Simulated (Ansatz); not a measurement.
The calculation's input:

```
crystal:
  periodic: [false, false, false]
  atoms:
    - {symbol: Si, position_ang: [0.321027, 0.668761, 0.770770]}
    - {symbol: H, position_ang: [0.200506, -0.782709, -0.017225]}
    - {symbol: O, position_ang: [0.376777, 1.296531, -0.795603]}
    - {symbol: Si, position_ang: [-0.555035, 1.420372, -2.122033]}
    - {symbol: H, position_ang: [1.670301, 1.110412, 1.173341]}
    - {symbol: H, position_ang: [-0.954917, 1.273092, 1.218572]}
    - {symbol: H, position_ang: [0.151171, -1.770601, 2.023726]}
    - {symbol: F, position_ang: [0.284139, -0.356904, 2.259749]}
    - {symbol: H, position_ang: [0.137020, -1.651869, 0.484763]}
    - {symbol: O, position_ang: [0.053828, -2.516670, 1.325927]}
    - {symbol: H, position_ang: [-1.850697, 2.091556, -1.820061]}
    - {symbol: H, position_ang: [0.169309, 2.205352, -3.153584]}
    - {symbol: H, position_ang: [-0.858135, 0.067052, -2.675317]}
    - {symbol: H, position_ang: [0.854607, -3.054374, 1.326975]}
basis:
  gaussian: {orbitals: def2-TZVPP}
hamiltonian: {xc: pbe0, dispersion: d4}
output: {orbitals: {seedname: orbitals}}
```

Run with:

```sh
ansatz run in.yaml --threads 8 --pin off --events-out ev --progress --plain --max-ram 19148MiB
```

A transition-state structure; geometry: PBE0-D4/def2-TZVP.

All numbers below come from Ansatz 0.2.0, RKS PBE0-D4/def2-TZVPP.

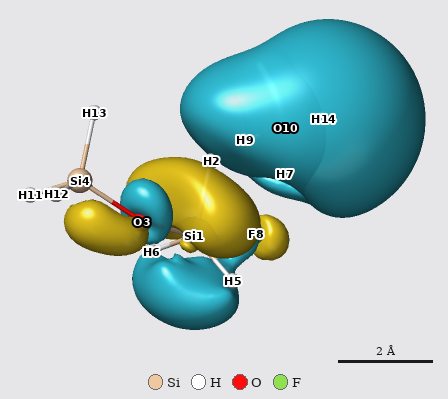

FH6OSi2···H3O. One frontier orbital at ±0.06 Å⁻³ᐟ² (yellow and cyan are the two phases), seen at a tilt.

Question: Which orbital is it: HOMO or LUMO?

Answer: The LUMO, at −0.23 eV. Its weight (Hirshfeld) is mainly on H14 (about 35 %), Si1 (about 15 %), O10 (about 15 %) and H9 (about 10 %).
